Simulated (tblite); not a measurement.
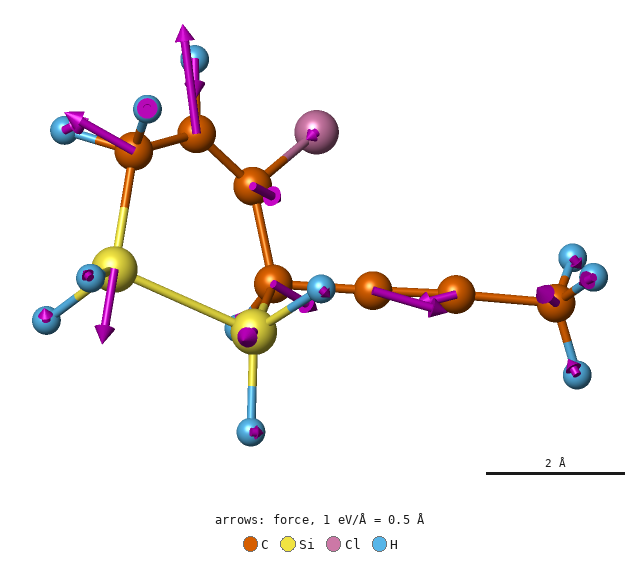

Starting geometry of C₇H₁₁ClSi₂ with the computed forces as purple arrows. Style: ball-and-stick. Shown from a free direction.

These are results of GFN2-xTB geometry optimisation, gas phase (tblite 0.8.0), not measurements. 

### What follows when this structure is relaxed?

It isn't relaxed: the largest force vector, on a C atom, is 3.23 eV/Å. The final displacements have little in common with the starting forces (cosine between the two patterns 0.02). The atom that moves furthest after the best rigid fit is the Cl atom (2.77 Å). Largest moves by element: Cl 2.77 Å, H 2.71 Å, C 1.45 Å, Si 1.19 Å. Near-neighbour distances that change, for instance: C–Si 1.834 → 1.922 Å, C–Si 1.866 → 1.942 Å, C–H 1.138 → 1.081 Å, Si–Si 2.263 → 2.311 Å. Bond angles that change, for instance: Si–Si–H 108.4° → 118.2°, Si–C–C 119.5° → 110.0°, Si–C–H 103.1° → 111.9°. Groups turn about C–Si by about 90°, C–C by about 85°, C–C by about 60°. The energy falls by 22.4 kcal/mol in 216 geometry steps. Cost: 4.7 s on 1 thread of Arm Neoverse N1, with other jobs on the host.
